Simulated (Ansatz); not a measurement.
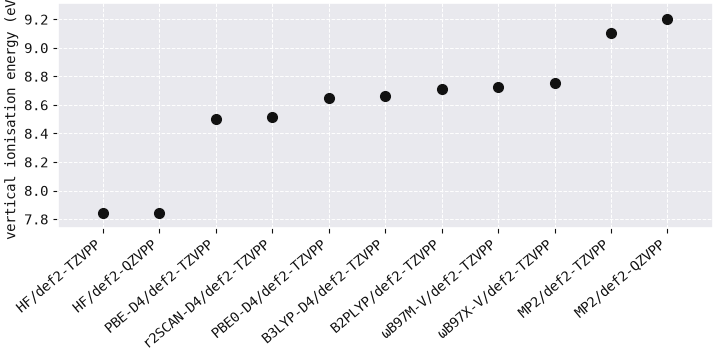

Vertical ionisation energy of C₃H₄S (ynol-type tautomer), SMILES CC#CS, taken as the energy of the cation less that of the neutral at fixed geometry (unrestricted doublet cation, cores frozen in correlated methods, no spin-orbit coupling), the Ansatz code, at a PBE0-D4/def2-TZVP geometry (with a soft imaginary mode, 21i cm⁻¹).

### What range do the values span?

From 7.84 eV (HF/def2-TZVPP) to 9.20 eV (MP2/def2-QZVPP).

### Give the values.

```csv
level,eV
HF/def2-TZVPP,7.84
HF/def2-QZVPP,7.85
PBE-D4/def2-TZVPP,8.50
r2SCAN-D4/def2-TZVPP,8.52
PBE0-D4/def2-TZVPP,8.65
B3LYP-D4/def2-TZVPP,8.66
B2PLYP/def2-TZVPP,8.71
ωB97M-V/def2-TZVPP,8.72
ωB97X-V/def2-TZVPP,8.75
MP2/def2-TZVPP,9.10
MP2/def2-QZVPP,9.20
```
